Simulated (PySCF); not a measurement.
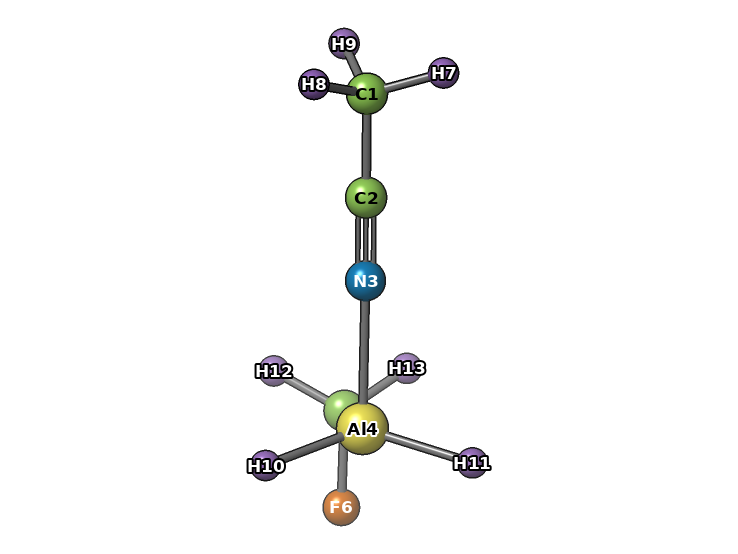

C5 lies behind Al4. The molecule seen nearly along the Al4–C5 bond, Al4 in front. Atoms fade into the background with distance from the viewer. The geometry was computed by an optimisation with PBE0-D3(BJ)/def2-SVP. No frequency run is at hand to confirm it as a minimum.

Question: What is the torsion angle N3–Al4–C5–F6? The sign is positive where the front bond must turn clockwise to cover the back bond.

Answer: 180°, antiperiplanar (anti). The bonds about Al4–C5 are staggered.
